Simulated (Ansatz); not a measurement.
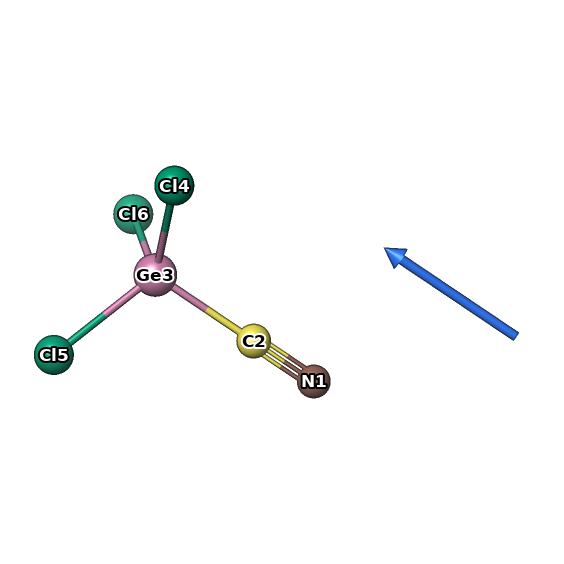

The arrow beside the molecule shows the direction of the dipole moment, from the negative to the positive end (its length means nothing). The computed structure is the end point of a PBE-D4/def2-SVP optimisation. No frequency run is at hand to confirm it as a minimum. Properties computed with RKS PBE-D4/def2-SVP (Ansatz 0.2.0).

How large is the dipole moment?

1.90 D; it points from the side of N1 to the side of Cl4, Cl5, Cl6 (the outermost atoms at the two ends).
